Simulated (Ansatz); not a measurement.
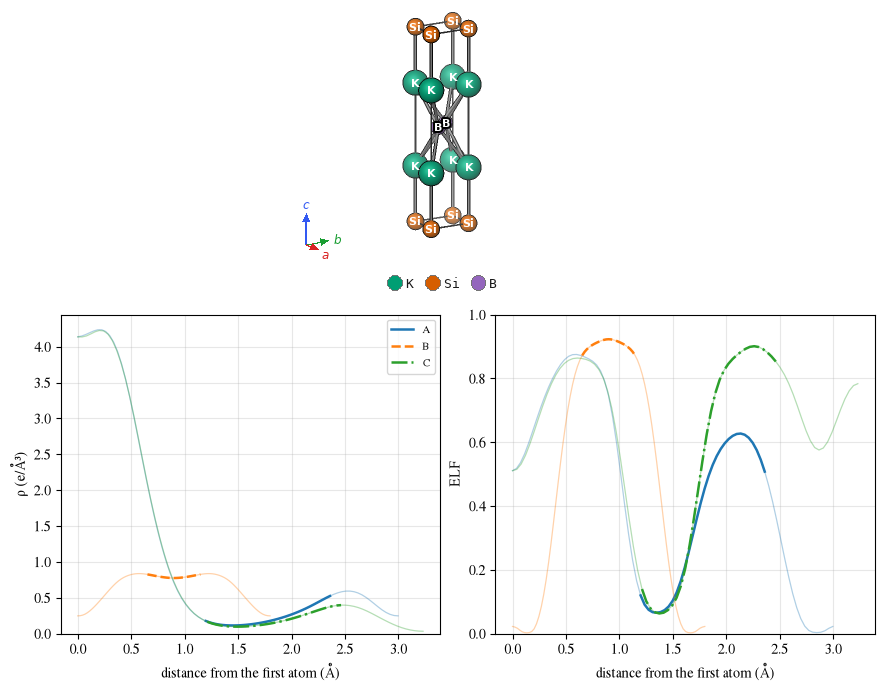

Figure. K₂SiB₂. Valence charge density (pseudo) and electron localisation function along straight lines between neighbouring atoms. Thin, pale parts lie inside the atomic spheres. The structure is drawn too.

Space group P6/mmm; a structure generated by program, which may or may not match a known phase.

Level of theory: Ansatz, DFT PBE, scalar-relativistic, plane waves, PAW.

Core electrons are frozen (PAW), and the valence fields are smoothed inside the atomic spheres.

### Which curve belongs to which contact (B–B, K–B and K–Si)? The first atom named is at distance zero.

Curve A: K–B (3.00 Å): ρ at the midpoint is about 0.11 e/Å³; the ELF peaks at about 0.65 in the valence shell of B, 0.9 Å from its nucleus, and drops to about 0.05 between the two atoms (no localised pair shows between them). Curve B: B–B (1.80 Å): the density is about 0.77 e/Å³ at the midpoint; the ELF peaks at about 0.90 between the atoms. Curve C: K–Si (3.23 Å): ρ is about 0.1 e/Å³ halfway; the ELF peaks at about 0.90 in the valence shell of Si, 1.0 Å from its nucleus, and drops to about 0.05 between the two atoms.
